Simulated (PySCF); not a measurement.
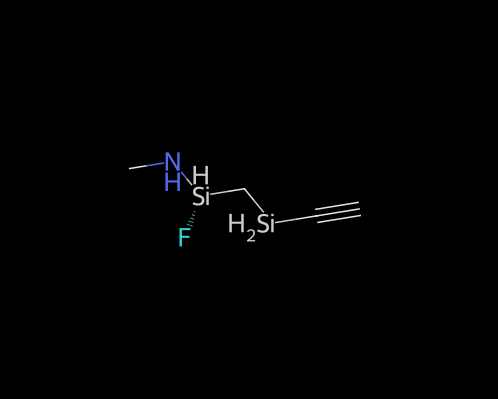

The species is neutral and a spin doublet. The computed structure is the end point of a GFN2-xTB optimisation. No frequency run is at hand to confirm it as a minimum. Level of theory: UKS B3LYP, pcH-1 on C F H N Si, non-relativistic (PySCF 2.14.0).

Q: What is the ⟨S²⟩ of the determinant?

A: 0.769.

Q: Give the isotropic g value at this level.

A: 2.00216.

The geometry is semi-empirical. Around Si such bond lengths and angles can be off by a tenth of an ångström or more and by several degrees, and values that hang on the shape move with them.
